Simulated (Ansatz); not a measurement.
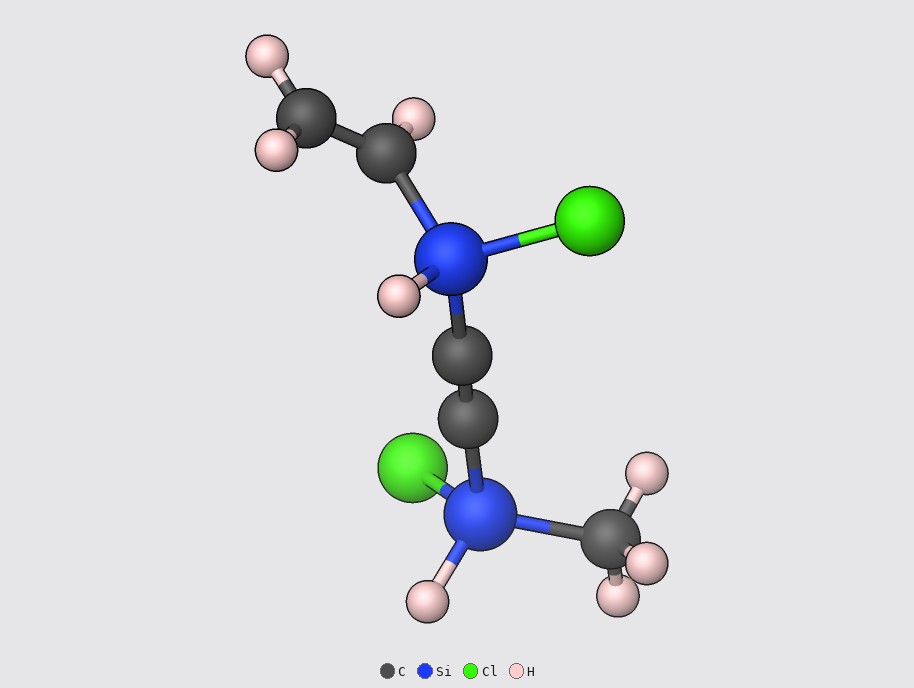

The geometry was computed by an optimisation with PBE0-D4/def2-TZVP. No frequency run is at hand to confirm it as a minimum.

Draw it as a skeletal formula.

SMILES: C=C[Si@H](Cl)C#C[Si@H](C)Cl

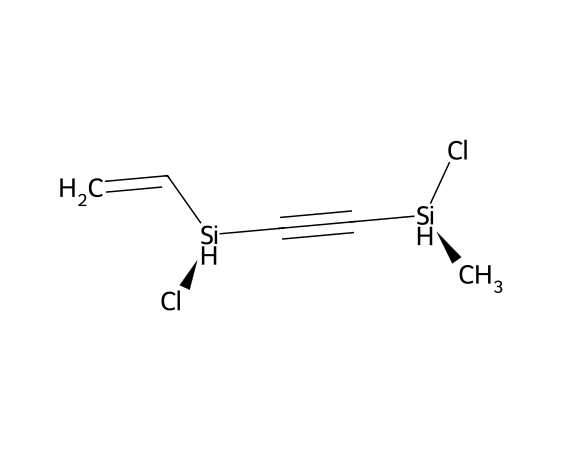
